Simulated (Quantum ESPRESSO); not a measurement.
## Convergence test for Sr₃AlN₃ (P6_3/m, 14 atoms in the cell)

```yaml
crystal:
  lattice:
    - [7.66141, 0.00000, 0.00000]
    - [-3.83071, 6.63498, 0.00000]
    - [0.00000, 0.00000, 5.39586]
  atoms:
    - { symbol: Sr, position: [0.92783, 0.64066, 0.25000] }
    - { symbol: Sr, position: [0.07217, 0.35934, 0.75000] }
    - { symbol: Sr, position: [0.28717, 0.92783, 0.75000] }
    - { symbol: Sr, position: [0.71283, 0.07217, 0.25000] }
    - { symbol: Sr, position: [0.35934, 0.28717, 0.25000] }
    - { symbol: Sr, position: [0.64066, 0.71283, 0.75000] }
    - { symbol: Al, position: [0.66667, 0.33333, 0.75000] }
    - { symbol: Al, position: [0.33333, 0.66667, 0.25000] }
    - { symbol: N, position: [0.89394, 0.58951, 0.75000] }
    - { symbol: N, position: [0.10606, 0.41049, 0.25000] }
    - { symbol: N, position: [0.30443, 0.89394, 0.25000] }
    - { symbol: N, position: [0.69557, 0.10606, 0.75000] }
    - { symbol: N, position: [0.41049, 0.30443, 0.75000] }
    - { symbol: N, position: [0.58951, 0.69557, 0.25000] }
```

Computed with PBEsol, PseudoDojo standard norm-conserving (PBESOL) pseudopotentials (plane waves; Quantum ESPRESSO).

The starting cell comes from a database of computed structures (which also holds hypothetical and non-ambient phases and stackings), without a prior relaxation at this level.

Held fixed: ecutwfc = 85 Ry; occupations = smearing; smearing = gauss; degauss = 0.000734986 Ry; potentials = {Sr: Sr.upf, Al: Al.upf, N: N.upf}; conv_thr = 1e-08 Ry; mixing_beta = 0.5.

ΔF is the free energy per atom less that of the last row (automatic 6 6 7 0 0 0).

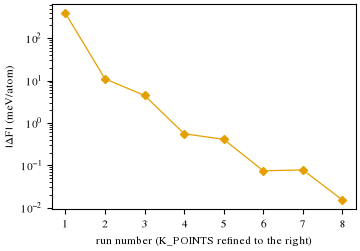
Figure: Size of the energy error against the last run of the series; values under 0.01 meV/atom are drawn at 0.01.

```json
[
 {"K_POINTS": "automatic 1 1 1 0 0 0", "ΔF (meV/atom)": "387.1", "pressure (GPa)": "-0.16", "largest force (eV/Å)": "0.920", "gap on the mesh (eV)": "–", "k-points": "1", "plane waves": "24365"},
 {"K_POINTS": "automatic 2 2 2 0 0 0", "ΔF (meV/atom)": "11.0", "pressure (GPa)": "-2.89", "largest force (eV/Å)": "0.150", "gap on the mesh (eV)": "0.443", "k-points": "4", "plane waves": "24594"},
 {"K_POINTS": "automatic 2 2 3 0 0 0", "ΔF (meV/atom)": "4.4", "pressure (GPa)": "-2.88", "largest force (eV/Å)": "0.105", "gap on the mesh (eV)": "0.443", "k-points": "4", "plane waves": "24518"},
 {"K_POINTS": "automatic 3 3 3 0 0 0", "ΔF (meV/atom)": "0.56", "pressure (GPa)": "-2.90", "largest force (eV/Å)": "0.101", "gap on the mesh (eV)": "0.452", "k-points": "6", "plane waves": "24537"},
 {"K_POINTS": "automatic 3 3 4 0 0 0", "ΔF (meV/atom)": "0.41", "pressure (GPa)": "-2.89", "largest force (eV/Å)": "0.097", "gap on the mesh (eV)": "0.451", "k-points": "9", "plane waves": "24594"},
 {"K_POINTS": "automatic 4 4 4 0 0 0", "ΔF (meV/atom)": "0.07", "pressure (GPa)": "-2.88", "largest force (eV/Å)": "0.096", "gap on the mesh (eV)": "0.453", "k-points": "12", "plane waves": "24594"},
 {"K_POINTS": "automatic 4 4 5 0 0 0", "ΔF (meV/atom)": "0.08", "pressure (GPa)": "-2.88", "largest force (eV/Å)": "0.096", "gap on the mesh (eV)": "0.453", "k-points": "12", "plane waves": "24516"},
 {"K_POINTS": "automatic 5 5 6 0 0 0", "ΔF (meV/atom)": "0.02", "pressure (GPa)": "-2.88", "largest force (eV/Å)": "0.095", "gap on the mesh (eV)": "0.453", "k-points": "20", "plane waves": "24594"},
 {"K_POINTS": "automatic 6 6 7 0 0 0", "ΔF (meV/atom)": "0.00", "pressure (GPa)": "-2.88", "largest force (eV/Å)": "0.095", "gap on the mesh (eV)": "0.453", "k-points": "32", "plane waves": "24546"}
]
```

Gap on the mesh within 0.02 eV of the last row: from K_POINTS = automatic 2 2 2 0 0 0 on.

The gap is read on the k-point mesh of the run and can differ from the gap over the whole zone at this level.
